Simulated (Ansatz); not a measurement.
**ZnAg, pressure series**

Consider ZnAg in the CsCl type structure (space group Pm-3m, No. 221; a = 3.118 Å).

Cell and atoms are relaxed at each pressure.

All numbers come from Ansatz (a first-principles code), PBEsol, PAW, cutoff 420 eV, without spin-orbit coupling.

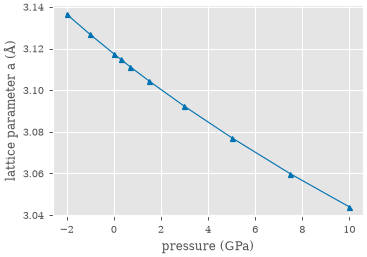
Figure: Lattice parameter a against pressure

| pressure (GPa) | lattice parameter a |
|---|---|
| -2 | 3.136 Å |
| -1 | 3.127 Å |
| 0.3 | 3.115 Å |
| 0.7 | 3.111 Å |
| 1.5 | 3.104 Å |
| 3 | 3.092 Å |
| 5 | 3.077 Å |
| 7.5 | 3.060 Å |
| 10 | 3.044 Å |

Load acts through the strain it causes; cell and atoms are relaxed under it. Stability against distortions was not tested. Competing high-pressure phases were not computed.
